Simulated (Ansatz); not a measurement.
```json
{"atom": "B", "x (Å)": "-0.0847", "y (Å)": "-1.5244", "z (Å)": "1.0523"}
{"atom": "Cl", "x (Å)": "-1.7202", "y (Å)": "0.7552", "z (Å)": "-0.2601"}
{"atom": "F", "x (Å)": "-0.1489", "y (Å)": "-2.2920", "z (Å)": "-0.0168"}
{"atom": "F", "x (Å)": "-0.9665", "y (Å)": "-1.7094", "z (Å)": "2.0240"}
{"atom": "Si", "x (Å)": "0.0096", "y (Å)": "1.2745", "z (Å)": "-1.2981"}
{"atom": "O", "x (Å)": "0.9081", "y (Å)": "-0.6177", "z (Å)": "1.1531"}
{"atom": "H", "x (Å)": "0.9116", "y (Å)": "2.0246", "z (Å)": "-0.3835"}
{"atom": "H", "x (Å)": "0.6486", "y (Å)": "0.0363", "z (Å)": "-1.8108"}
{"atom": "H", "x (Å)": "-0.4094", "y (Å)": "2.1539", "z (Å)": "-2.4246"}
{"atom": "H", "x (Å)": "0.8519", "y (Å)": "-0.1010", "z (Å)": "1.9643"}
```

Computed with RKS PBE0-D4/def2-SVP (Ansatz).

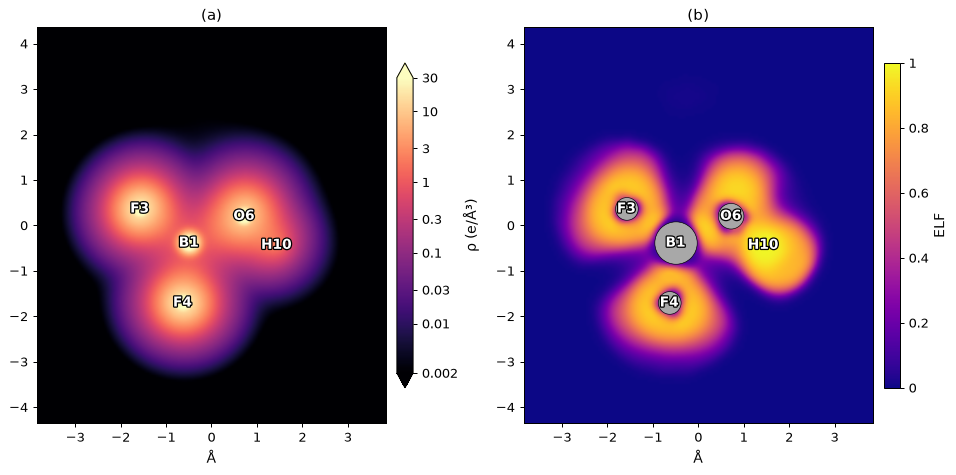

BF2HO···ClH3Si. (a) total electron density; (b) electron localisation function on the plane of atoms F4, B1 and O6. Grey discs cover the atomic cores in the ELF map.

> Describe what can be read from this map.

- The section cuts through B, F, O and H sites.
- B–F (1.32 Å): ρ at the midpoint is about 2.2 e/Å³; the ELF peaks at about 0.85 between the atoms (a polar covalent bond).
- B–O (1.35 Å): ρ is about 2.2 e/Å³ halfway; the ELF peaks at about 0.90 between the atoms: a short, strongly polar bond.
- O–H (0.96 Å): ρ is about 3.7 e/Å³ halfway; the ELF climbs to about 1 towards the hydrogen, as it does in any bond to H (a covalent bond by its length).
- The ELF also peaks beside F4, F3 and O6, away from the bonds: lone-pair regions.
